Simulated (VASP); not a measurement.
Band structure of Mo2N (relaxed from the Fe2P structure, space group P-62m). Calculation: PBEsol GGA, VASP's PBE PAW potentials (set 64) (plane waves; VASP).

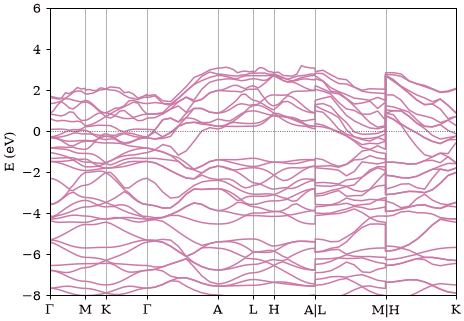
Bands along high-symmetry lines, zero at the valence-band maximum or, without a gap, the Fermi level

**Question.** Read the plot: is there a gap, and where are the band edges?

**Answer.** It has no gap at this level: it comes out as a metal or semimetal. (Edges off the drawn lines would not show.)

The structure was generated: Mo2N was put into the Fe2P type (P-62m), which need not be its known phase. It was relaxed first. The electron count is odd and the run is not spin-polarised, which forces a metal.
